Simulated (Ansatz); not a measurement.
**Nudged elastic band, with input and output: GaNH₅SClO**

GaNH₅SClO, computed with RKS PBE0/def2-SVP (Ansatz 0.2.0).

It belongs to a series of runs on one base structure; here: band between the two ends. Figures and captions count atoms from 1; the log counts them from 0 in places.

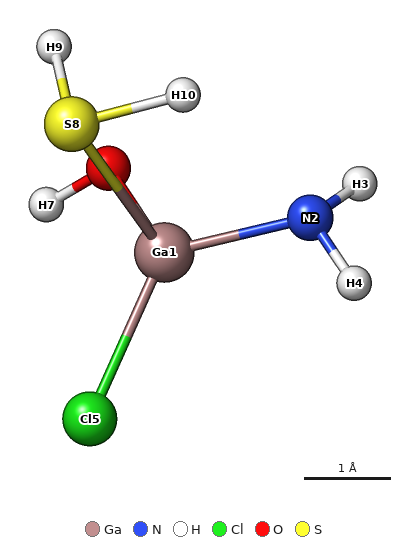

The structure as given in the input (ball-and-stick view, seen at a tilt; atoms are numbered from 1 in the order of the input). Sticks mark near contacts.

**Summary**

- outcome: converged
- barrier, forward: 0.024 eV
- barrier, backward: 1.451 eV
- hardware: 4 threads of Intel Xeon (Sapphire Rapids), 32 GiB of memory available, shared host
- wall time: 3.2 min (CPU time 12 min)
- peak memory: 0.38 GiB

**Notes**

The order of the saddle point was not checked.

**Input file**
```yaml
crystal:
  periodic: [false, false, false]
  atoms:
    - { symbol: Ga, position_ang: [-0.017632, -0.207105, 0.40113] }
    - { symbol: "N", position_ang: [0.032194, 0.021823, 2.231364] }
    - { symbol: H, position_ang: [-0.848028, 0.348645, 2.623911] }
    - { symbol: H, position_ang: [0.773597, 0.62708, 2.574688] }
    - { symbol: Cl, position_ang: [1.494274, 0.660208, -0.890138] }
    - { symbol: O, position_ang: [-1.621882, -0.597193, -0.308662] }
    - { symbol: H, position_ang: [-1.678681, -0.398108, -1.248443] }
    - { symbol: S, position_ang: [0.733156, -2.738691, 0.58888] }
    - { symbol: H, position_ang: [-0.568537, -3.039323, 0.372756] }
    - { symbol: H, position_ang: [0.521841, -2.450934, 1.897415] }
basis:
  gaussian: { orbitals: def2-SVP }
hamiltonian:
  xc: pbe0
neb:
  order_check: false
  images: 7
  f_tol: 0.03
  max_iterations: 60
  final_atoms:
    - { symbol: Ga, position_ang: [0.13377602, -0.77277642, 0.13311015] }
    - { symbol: "N", position_ang: [0.09088136, -0.27916138, 2.14807701] }
    - { symbol: H, position_ang: [-0.86065476, 0.03445412, 2.35003116] }
    - { symbol: H, position_ang: [0.73824187, 0.48941426, 2.32803304] }
    - { symbol: Cl, position_ang: [1.63385266, 0.67310877, -0.53389028] }
    - { symbol: O, position_ang: [-1.6037998, -0.32148913, -0.06676827] }
    - { symbol: H, position_ang: [-1.89908874, -0.27594918, -0.98091398] }
    - { symbol: S, position_ang: [0.76420853, -2.90565736, -0.01396445] }
    - { symbol: H, position_ang: [-0.50398582, -3.35423571, 0.12051049] }
    - { symbol: H, position_ang: [0.32687066, -1.06130597, 2.75867611] }
  initial_path:
    images:
      - { positions_ang: [[-0.017632, -0.207105, 0.40113], [0.032194, 0.021823, 2.231364], [-0.848028, 0.348645, 2.623911], [0.773597, 0.62708, 2.574688], [1.494274, 0.660208, -0.890138], [-1.621882, -0.597193, -0.308662], [-1.678681, -0.398108, -1.248443], [0.733156, -2.738691, 0.58888], [-0.568537, -3.039323, 0.372756], [0.521841, -2.450934, 1.897415]] }
      - { positions_ang: [[-0.02323215, -0.14769486, 0.30709348], [0.02216553, 0.00523807, 2.24940351], [-0.85274526, 0.17016173, 2.67678383], [0.79669448, 0.53065048, 2.63875653], [1.59133333, 0.52989902, -0.9474181], [-1.61680011, -0.44719323, -0.44387057], [-1.77827783, -0.51571273, -1.10204762], [0.69940415, -2.64189083, 0.62877214], [-0.48983049, -3.09764448, 0.31137381], [0.47159036, -2.15941117, 1.92405398]] }
      - { positions_ang: [[-0.0288323, -0.08828472, 0.21305696], [0.01213706, -0.01134686, 2.26744302], [-0.85746253, -0.00832153, 2.72965665], [0.81979196, 0.43422096, 2.70282506], [1.68839266, 0.39959004, -1.00469819], [-1.61171822, -0.29719346, -0.57907913], [-1.87787466, -0.63331747, -0.95565223], [0.6656523, -2.54509066, 0.66866429], [-0.41112398, -3.15596597, 0.24999161], [0.42133971, -1.86788835, 1.95069296]] }
      - { positions_ang: [[-0.03443245, -0.02887458, 0.11902044], [0.0021086, -0.02793179, 2.28548253], [-0.86217979, -0.1868048, 2.78252948], [0.84288943, 0.33779143, 2.76689358], [1.78545199, 0.26928106, -1.06197829], [-1.60663633, -0.14719368, -0.7142877], [-1.97747149, -0.7509222, -0.80925685], [0.63190045, -2.44829049, 0.70855643], [-0.33241747, -3.21428745, 0.18860942], [0.37108907, -1.57636552, 1.97733195]] }
      - { positions_ang: [[-0.0400326, 0.03053557, 0.02498392], [-0.00791987, -0.04451671, 2.30352204], [-0.86689706, -0.36528807, 2.83540231], [0.86598691, 0.24136191, 2.83096211], [1.88251132, 0.13897209, -1.11925839], [-1.60155444, 0.00280609, -0.84949627], [-2.07706832, -0.86852693, -0.66286146], [0.5981486, -2.35149032, 0.74844858], [-0.25371097, -3.27260893, 0.12722723], [0.32083842, -1.28484269, 2.00397093]] }
      - { positions_ang: [[0.00341956, -0.17029243, 0.05201548], [0.01678044, -0.10317788, 2.26466078], [-0.86533648, -0.26535252, 2.71405952], [0.83405065, 0.303375, 2.70522984], [1.82034665, 0.27250626, -0.97291636], [-1.60211578, -0.07826771, -0.65381427], [-2.03257342, -0.72038249, -0.74237459], [0.63966358, -2.49003208, 0.55784532], [-0.31627968, -3.29301562, 0.12554804], [0.32234648, -1.22895851, 2.19264722]] }
      - { positions_ang: [[0.04687171, -0.37112043, 0.07904704], [0.04148074, -0.16183905, 2.22579952], [-0.86377591, -0.16541698, 2.59271674], [0.80211439, 0.36538809, 2.57949758], [1.75818199, 0.40604043, -0.82657433], [-1.60267712, -0.15934152, -0.45813227], [-1.98807853, -0.57223806, -0.82188772], [0.68117856, -2.62857384, 0.36724206], [-0.37884839, -3.31342232, 0.12386886], [0.32385454, -1.17307433, 2.38132352]] }
      - { positions_ang: [[0.09032387, -0.57194842, 0.1060786], [0.06618105, -0.22050022, 2.18693827], [-0.86221533, -0.06548143, 2.47137395], [0.77017813, 0.42740117, 2.45376531], [1.69601733, 0.5395746, -0.6802323], [-1.60323846, -0.24041532, -0.26245027], [-1.94358363, -0.42409362, -0.90140085], [0.72269355, -2.7671156, 0.17663881], [-0.4414171, -3.33382901, 0.12218968], [0.3253626, -1.11719015, 2.56999982]] }
      - { positions_ang: [[0.13377602, -0.77277642, 0.13311015], [0.09088136, -0.27916138, 2.14807701], [-0.86065476, 0.03445412, 2.35003116], [0.73824187, 0.48941426, 2.32803304], [1.63385266, 0.67310877, -0.53389028], [-1.6037998, -0.32148913, -0.06676827], [-1.89908874, -0.27594918, -0.98091398], [0.76420853, -2.90565736, -0.01396445], [-0.50398582, -3.35423571, 0.12051049], [0.32687066, -1.06130597, 2.75867611]] }
```

Run as:
```bash
ansatz run input.yaml --threads 4 --pin off --max-ram 5120MiB --backend cpu --events-out ev --progress --plain --runs-dir out
```

**Output**
```
Engine: ansatz 0.2.0, x86_64-unknown-linux-gnu
Functional definition: PBE0
  parameter a = 0.25
  parameter kappa = 0.804
  parameter beta = 0.06672455060314922
  exchange = (1 - a)*pbe_x(kappa = kappa, mu = beta*pi^2/3) + a*exact_x
  correlation = pbe_c(beta = beta)
1246 factors; integrals over basis functions are off by at most 2.7e-4 eV
mean field evaluation 1: about -79312.1861 eV, gradient 7.4e1 eV
mean field evaluation 2: about -79288.4939 eV, gradient 1.3e2 eV
mean field evaluation 4: about -79322.1910 eV, gradient 7.4e0 eV
mean field evaluation 8: about -79322.3161 eV, gradient 3.1e-1 eV
mean field evaluation 16: about -79322.3163 eV, gradient 1.6e-5 eV
mean field -79322.31628339 eV, -2915.0413568174 hartree, gradient 1.6e-5 eV, S^2 0.000000; 0 other end points of the search recorded, 0 dependent functions left out
the calculation of the forces begins
reference -79322.31631274 eV, -2915.0413578961 hartree; 42, 42 occupied and 79, 79 virtual orbitals, 1246 factors
1247 factors; integrals over basis functions are off by at most 1.1e-3 eV
mean field evaluation 32: about -79323.7437 eV, gradient 1.2e-5 eV
mean field -79323.74373570 eV, -2915.0938147223 hartree, gradient 1.2e-5 eV, S^2 0.000000; 0 other end points of the search recorded, 0 dependent functions left out
[... from here on the field's lines of each further geometry are left out, up to the last ...]
NEB iter   1: max|band force component| = 6.965e1 eV/Å  barrier→ = 13.0792 eV  barrier← = 14.5067 eV  Δτ_max = 0.2000 Å  (250 SCF iters)
NEB iter   2: max|band force component| = 2.640e0 eV/Å  barrier→ = 0.4818 eV  barrier← = 1.9093 eV  Δτ_max = 0.2000 Å  (239 SCF iters)
NEB iter   3: max|band force component| = 2.424e0 eV/Å  barrier→ = 0.2732 eV  barrier← = 1.7006 eV  Δτ_max = 0.2000 Å  (215 SCF iters)
NEB iter   4: max|band force component| = 1.496e0 eV/Å  barrier→ = 0.1762 eV  barrier← = 1.6037 eV  Δτ_max = 0.1967 Å  (214 SCF iters)
NEB iter   5: max|band force component| = 1.126e1 eV/Å  barrier→ = 1.0580 eV  barrier← = 2.4855 eV  Δτ_max = 0.1003 Å  (208 SCF iters)
NEB iter   6: max|band force component| = 1.467e0 eV/Å  barrier→ = 0.0849 eV  barrier← = 1.5124 eV  Δτ_max = 0.1951 Å  (206 SCF iters)
NEB iter   7: max|band force component| = 1.215e0 eV/Å  barrier→ = 0.0986 eV  barrier← = 1.5260 eV  Δτ_max = 0.1948 Å  (205 SCF iters)
NEB iter   8: max|band force component| = 1.173e0 eV/Å  barrier→ = 0.0838 eV  barrier← = 1.5113 eV  Δτ_max = 0.1031 Å  (206 SCF iters)
NEB iter   9: max|band force component| = 4.960e-1 eV/Å  barrier→ = 0.0350 eV  barrier← = 1.4624 eV  CI = image 2  Δτ_max = 0.1475 Å  (203 SCF iters)
NEB iter  10: max|band force component| = 2.950e-1 eV/Å  barrier→ = 0.0256 eV  barrier← = 1.4531 eV  CI = image 2  Δτ_max = 0.1478 Å  (208 SCF iters)
NEB iter  11: max|band force component| = 1.015e0 eV/Å  barrier→ = 0.0451 eV  barrier← = 1.4726 eV  CI = image 2  Δτ_max = 0.0725 Å  (198 SCF iters)
NEB iter  12: max|band force component| = 3.681e-1 eV/Å  barrier→ = 0.0262 eV  barrier← = 1.4536 eV  CI = image 2  Δτ_max = 0.0479 Å  (203 SCF iters)
NEB iter  13: max|band force component| = 1.204e-1 eV/Å  barrier→ = 0.0257 eV  barrier← = 1.4532 eV  CI = image 2  Δτ_max = 0.0380 Å  (202 SCF iters)
NEB iter  14: max|band force component| = 7.202e-2 eV/Å  barrier→ = 0.0240 eV  barrier← = 1.4514 eV  CI = image 2  Δτ_max = 0.0039 Å  (193 SCF iters)
NEB iter  15: max|band force component| = 3.655e-2 eV/Å  barrier→ = 0.0238 eV  barrier← = 1.4512 eV  CI = image 2  Δτ_max = 0.0056 Å  (161 SCF iters)
the calculation of the forces begins
reference -79323.73183487 eV, -2915.0933773749 hartree; 42, 42 occupied and 79, 79 virtual orbitals, 1246 factors
1246 factors; integrals over basis functions are off by at most 7.6e-4 eV
mean field evaluation 992: about -79322.2925 eV, gradient 3.3e-2 eV
mean field -79322.29252620 eV, -2915.0404837569 hartree, gradient 8.6e-6 eV, S^2 0.000000; 1 other end points of the search recorded, 0 dependent functions left out
the calculation of the forces begins
reference -79322.29255485 eV, -2915.0404848097 hartree; 42, 42 occupied and 79, 79 virtual orbitals, 1246 factors
NEB iter  16: max|band force component| = 1.322e-2 eV/Å  barrier→ = 0.0238 eV  barrier← = 1.4512 eV  CI = image 2  Δτ_max = 0.0000 Å  (367 SCF iters)
```

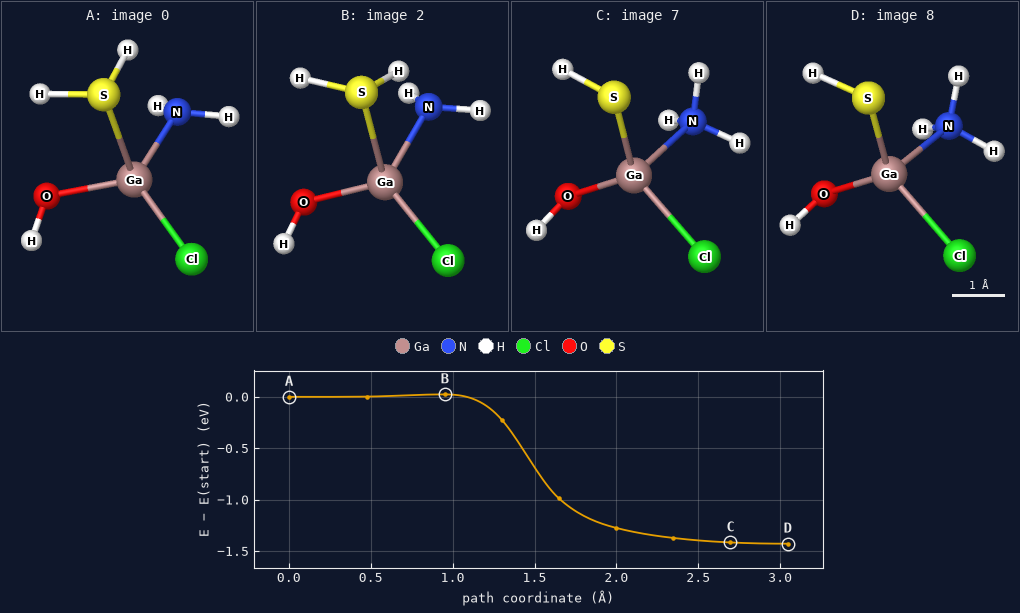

Images of the last band (counted from 0; ball-and-stick, seen at a tilt) above the energy along the path; the line is a cubic interpolation that uses the forces. The highest image is number 2, 0.024 eV above the start and 1.451 eV above the end (the climbing image); the end lies 1.427 eV below the start. The path is 3.05 Å long. The band converged in 16 iterations.

```
Total energy: -79322.29255485 eV, -2915.0404848097 hartree
Atom 0 at    -0.020459    -0.285298     0.260261 Å, force     0.002260     0.001305     0.005401 eV/Å
Atom 1 at     0.077254    -0.215385     2.153059 Å, force    -0.005473    -0.003279     0.001184 eV/Å
Atom 2 at    -0.807026    -0.006348     2.616013 Å, force    -0.000094    -0.000394    -0.001904 eV/Å
Atom 3 at     0.786758     0.404420     2.541879 Å, force     0.003645    -0.000436    -0.003404 eV/Å
Atom 4 at     1.533527     0.692222    -0.880962 Å, force     0.002166     0.001433    -0.001017 eV/Å
Atom 5 at    -1.690477    -0.407969    -0.365414 Å, force     0.003249    -0.000537    -0.006018 eV/Å
Atom 6 at    -1.757583    -0.330253    -1.322324 Å, force    -0.003864    -0.000845     0.005098 eV/Å
Atom 7 at     0.730721    -2.690225     0.696132 Å, force     0.002211     0.002204    -0.002480 eV/Å
Atom 8 at    -0.555079    -3.108253     0.698793 Å, force    -0.001711    -0.000937     0.002366 eV/Å
Atom 9 at     0.522666    -1.826510     1.845463 Å, force    -0.002389     0.001487     0.000774 eV/Å
Dipole moment:    -0.224980    -0.182434     0.380763 e Å
this run last wrote the band of iteration 16 to [file]
```

**The last band as extended XYZ (Å, eV, eV/Å)**
```
10
Properties=species:S:1:pos:R:3:forces:R:3 image=0 energy=-79322.31628
Ga   -0.0176   -0.2071    0.4011   -0.0241  -0.0065  -0.0287
N     0.0322    0.0218    2.2314    0.0021  -0.0094   0.0000
H    -0.8480    0.3486    2.6239   -0.0054  -0.0003   0.0018
H     0.7736    0.6271    2.5747    0.0054   0.0042   0.0018
Cl    1.4943    0.6602   -0.8901   -0.0004   0.0014   0.0064
O    -1.6219   -0.5972   -0.3087    0.0279   0.0137   0.0123
H    -1.6787   -0.3981   -1.2484   -0.0089  -0.0028  -0.0043
S     0.7332   -2.7387    0.5889   -0.0185  -0.0034   0.0020
H    -0.5685   -3.0393    0.3728    0.0168   0.0060   0.0005
H     0.5218   -2.4509    1.8974    0.0051  -0.0030   0.0082
10
Properties=species:S:1:pos:R:3:forces:R:3 image=1 energy=-79322.31402
Ga   -0.0352   -0.2142    0.3423   -0.0002   0.0056   0.0060
N     0.0460   -0.0907    2.1948   -0.0013   0.0014   0.0011
H    -0.8388    0.1675    2.6278   -0.0008   0.0074   0.0008
H     0.7648    0.5320    2.5569   -0.0005   0.0069  -0.0015
Cl    1.5272    0.6640   -0.8729    0.0001  -0.0009  -0.0005
O    -1.6657   -0.4681   -0.3514   -0.0005  -0.0041   0.0034
H    -1.7049   -0.3538   -1.3059    0.0024  -0.0015  -0.0021
S     0.7203   -2.7389    0.6166   -0.0024   0.0031   0.0023
H    -0.5795   -3.1092    0.5808   -0.0007  -0.0003  -0.0043
H     0.5860   -2.1623    1.8539    0.0041  -0.0175  -0.0052
10
Properties=species:S:1:pos:R:3:forces:R:3 image=2 energy=-79322.29253
Ga   -0.0205   -0.2853    0.2603    0.0023   0.0013   0.0054
N     0.0773   -0.2154    2.1531   -0.0055  -0.0033   0.0012
H    -0.8070   -0.0063    2.6160   -0.0001  -0.0004  -0.0019
H     0.7868    0.4044    2.5419    0.0036  -0.0004  -0.0034
Cl    1.5335    0.6922   -0.8810    0.0022   0.0014  -0.0010
O    -1.6905   -0.4080   -0.3654    0.0032  -0.0005  -0.0060
H    -1.7576   -0.3303   -1.3223   -0.0039  -0.0008   0.0051
S     0.7307   -2.6902    0.6961    0.0022   0.0022  -0.0025
H    -0.5551   -3.1083    0.6988   -0.0017  -0.0009   0.0024
H     0.5227   -1.8265    1.8455   -0.0024   0.0015   0.0008
10
Properties=species:S:1:pos:R:3:forces:R:3 image=3 energy=-79322.53968
Ga    0.0062   -0.3911    0.1925    0.1468  -0.5651  -0.3579
N     0.1074   -0.2980    2.1463    0.1362  -0.4933  -0.0204
H    -0.7805   -0.0619    2.6039    0.1129  -0.3602  -0.0473
H     0.8075    0.3484    2.5250    0.0756  -0.3329  -0.0503
Cl    1.5362    0.6928   -0.8812    0.0028   0.0823   0.0549
O    -1.6951   -0.3871   -0.3589   -0.0201   0.1149   0.0299
H    -1.7697   -0.3332   -1.3175   -0.0525   0.0088   0.0222
S     0.7190   -2.6769    0.6683   -0.0279   0.0978  -0.1975
H    -0.5628   -3.1072    0.7066    0.0045  -0.0025  -0.0228
H     0.4521   -1.5595    1.9578   -0.3783   1.4501   0.5890
10
Properties=species:S:1:pos:R:3:forces:R:3 image=4 energy=-79323.30405
Ga    0.0408   -0.5198    0.1175    0.1485  -0.5837  -0.3423
N     0.1059   -0.3093    2.1377    0.0104  -0.0690  -0.0525
H    -0.7841   -0.1096    2.5975    0.0159  -0.2284  -0.0013
H     0.8194    0.3113    2.5226    0.0881  -0.1703  -0.0222
Cl    1.5451    0.7001   -0.8546   -0.0076   0.0596   0.0917
O    -1.6819   -0.3616   -0.3577    0.0337   0.1108   0.0410
H    -1.7765   -0.3285   -1.3161   -0.0831   0.0223   0.0475
S     0.7207   -2.7041    0.5647    0.0139  -0.1126  -0.5043
H    -0.5637   -3.1093    0.6960    0.0103  -0.0191  -0.0517
H     0.3944   -1.3429    2.1355   -0.2302   0.9904   0.7941
10
Properties=species:S:1:pos:R:3:forces:R:3 image=5 energy=-79323.59026
Ga    0.0678   -0.6234    0.0763    0.0355  -0.1311  -0.0533
N     0.1001   -0.3012    2.1287   -0.0097   0.0272  -0.0147
H    -0.7976   -0.1016    2.5709   -0.0201   0.0342  -0.0444
H     0.8060    0.3437    2.4847   -0.0184   0.0552  -0.0564
Cl    1.5413    0.7200   -0.7908    0.0109  -0.0067   0.0682
O    -1.6646   -0.3367   -0.3128    0.0353   0.0240   0.0295
H    -1.8212   -0.2995   -1.2628   -0.0452   0.0187   0.0640
S     0.7359   -2.7675    0.3751    0.0069  -0.0865  -0.2039
H    -0.5388   -3.1439    0.6306    0.0175  -0.0423  -0.0527
H     0.3915   -1.2636    2.3430   -0.0127   0.1074   0.2638
10
Properties=species:S:1:pos:R:3:forces:R:3 image=6 energy=-79323.68789
Ga    0.0893   -0.6822    0.0807    0.0120  -0.0324  -0.0014
N     0.0957   -0.3091    2.1277   -0.0028   0.0056  -0.0035
H    -0.8244   -0.0676    2.4984   -0.0132   0.0315  -0.0433
H     0.7708    0.3989    2.4185   -0.0156   0.0388  -0.0426
Cl    1.5618    0.7237   -0.6967    0.0135  -0.0163   0.0417
O    -1.6461   -0.3202   -0.2375    0.0139   0.0043   0.0307
H    -1.8568   -0.2656   -1.1755   -0.0169   0.0077   0.0487
S     0.7502   -2.8239    0.2058    0.0016  -0.0362  -0.0763
H    -0.5080   -3.2157    0.5127    0.0107  -0.0399  -0.0464
H     0.3877   -1.2120    2.5088   -0.0033   0.0370   0.0926
10
Properties=species:S:1:pos:R:3:forces:R:3 image=7 energy=-79323.73181
Ga    0.1120   -0.7298    0.1011    0.0051  -0.0123   0.0043
N     0.0925   -0.3041    2.1333    0.0001   0.0039  -0.0005
H    -0.8489   -0.0278    2.4173   -0.0047   0.0135  -0.0193
H     0.7437    0.4475    2.3629   -0.0058   0.0149  -0.0148
Cl    1.5964    0.7047   -0.6091    0.0076  -0.0086   0.0145
O    -1.6250   -0.3135   -0.1485    0.0053  -0.0011   0.0183
H    -1.8841   -0.2408   -1.0724   -0.0070   0.0004   0.0210
S     0.7600   -2.8688    0.0716    0.0015  -0.0115  -0.0236
H    -0.4938   -3.2968    0.3428    0.0021  -0.0181  -0.0301
H     0.3674   -1.1443    2.6439   -0.0042   0.0189   0.0301
10
Properties=species:S:1:pos:R:3:forces:R:3 image=8 energy=-79323.74374
Ga    0.1338   -0.7728    0.1331    0.0156   0.0290   0.0200
N     0.0909   -0.2792    2.1481    0.0060  -0.0070   0.0089
H    -0.8607    0.0345    2.3500    0.0013   0.0021  -0.0053
H     0.7382    0.4894    2.3280   -0.0018   0.0020  -0.0001
Cl    1.6339    0.6731   -0.5339   -0.0099  -0.0088  -0.0022
O    -1.6038   -0.3215   -0.0668    0.0163  -0.0156  -0.0230
H    -1.8991   -0.2759   -0.9809   -0.0262   0.0107  -0.0016
S     0.7642   -2.9057   -0.0140   -0.0025  -0.0100  -0.0014
H    -0.5040   -3.3542    0.1205    0.0009   0.0002   0.0002
H     0.3269   -1.0613    2.7587    0.0003  -0.0026   0.0046
```
